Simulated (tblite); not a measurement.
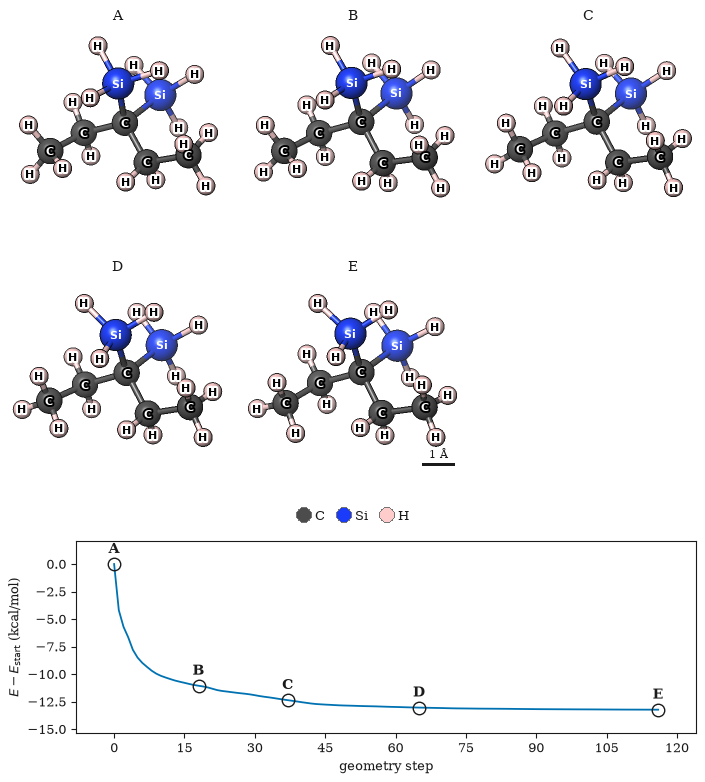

Frames of a relaxation of C5H16Si2, marked on the history of the run. A ball-and-stick model, seen at a tilt.

Computed with tblite, GFN2-xTB geometry optimisation, gas phase. 

Q: What happens along the run?

A: The atom that moves furthest after the best rigid fit is an H atom (0.72 Å). Largest moves by element: H 0.72 Å, C 0.12 Å, Si 0.11 Å. Near-neighbour distances that change, for instance: C–Si 1.850 → 1.915 Å, C–C 1.478 → 1.536 Å, C–C 1.510 → 1.542 Å, C–H 1.125 → 1.096 Å. Bond angles that change, for instance: Si–C–Si 103.7° → 110.0°, C–Si–H 107.7° → 112.8°, H–Si–H 113.2° → 108.2°. Groups turn about C–C by about 35°, C–Si by about 20°. Over 116 geometry steps the energy falls by 13.2 kcal/mol. From step 0 to 18: an H atom moves most (0.27 Å), energy −11.1 kcal/mol. From step 18 to 37: an H atom moves most (0.29 Å), energy −1.31 kcal/mol. From step 37 to 65: H atoms move most (0.24 Å), energy −0.68 kcal/mol. From step 65 to 116: an H atom moves most (0.26 Å), energy −0.19 kcal/mol.

```json
{"step": "0", "E − E(0), kcal/mol": "0.00"}
{"step": "1", "E − E(0), kcal/mol": "-4.19"}
{"step": "2", "E − E(0), kcal/mol": "-5.70"}
{"step": "3", "E − E(0), kcal/mol": "-6.65"}
{"step": "4", "E − E(0), kcal/mol": "-7.79"}
{"step": "5", "E − E(0), kcal/mol": "-8.50"}
{"step": "6", "E − E(0), kcal/mol": "-8.97"}
{"step": "7", "E − E(0), kcal/mol": "-9.34"}
{"step": "8", "E − E(0), kcal/mol": "-9.68"}
{"step": "9", "E − E(0), kcal/mol": "-9.96"}
{"step": "10", "E − E(0), kcal/mol": "-10.16"}
{"step": "16", "E − E(0), kcal/mol": "-10.89"}
{"step": "21", "E − E(0), kcal/mol": "-11.33"}
{"step": "27", "E − E(0), kcal/mol": "-11.74"}
{"step": "32", "E − E(0), kcal/mol": "-12.05"}
{"step": "38", "E − E(0), kcal/mol": "-12.42"}
{"step": "43", "E − E(0), kcal/mol": "-12.71"}
{"step": "49", "E − E(0), kcal/mol": "-12.85"}
{"step": "55", "E − E(0), kcal/mol": "-12.92"}
{"step": "60", "E − E(0), kcal/mol": "-12.98"}
{"step": "66", "E − E(0), kcal/mol": "-13.04"}
{"step": "71", "E − E(0), kcal/mol": "-13.09"}
{"step": "77", "E − E(0), kcal/mol": "-13.13"}
{"step": "83", "E − E(0), kcal/mol": "-13.15"}
{"step": "88", "E − E(0), kcal/mol": "-13.17"}
{"step": "94", "E − E(0), kcal/mol": "-13.19"}
{"step": "99", "E − E(0), kcal/mol": "-13.20"}
{"step": "105", "E − E(0), kcal/mol": "-13.21"}
{"step": "110", "E − E(0), kcal/mol": "-13.22"}
{"step": "116", "E − E(0), kcal/mol": "-13.23"}
```
